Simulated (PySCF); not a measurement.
Consider GaF (charge +1, doublet).

```xyz
2

Ga    0.0000    0.0000   -0.3693
F     0.0000    0.0000    1.3397
```

The calculation used PySCF 2.14.0, PBE0/cc-pVTZ(-PP), non-relativistic Hamiltonian with scalar-relativistic core potentials where named, at a bond length of 1.709 Å.

Q: What can the converged electron density, electron localisation function and spin density tell about the bonding?

A: Ga–F (1.71 Å): the density is about 1 e/Å³ at the midpoint; the ELF peaks at about 0.80 in the valence shell of F, 0.6 Å from its nucleus, and is about 0.15 at the midpoint.
The unpaired spin (1 electron) lies mostly on Ga1 (about 0.8) and F2 (about 0.2), in electrons by Hirshfeld's partition.

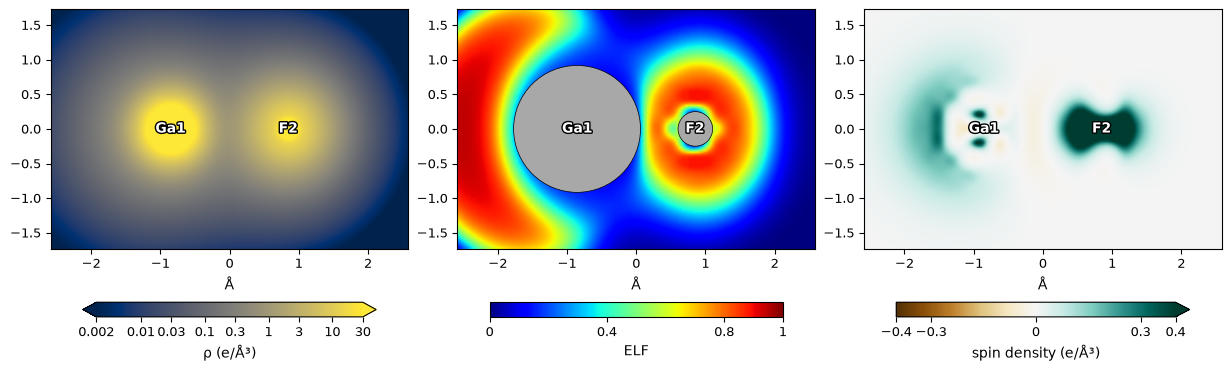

Computed electron density, electron localisation function and spin density on a plane that holds the molecular axis, in this order. Grey discs cover the atomic cores in the ELF map. 
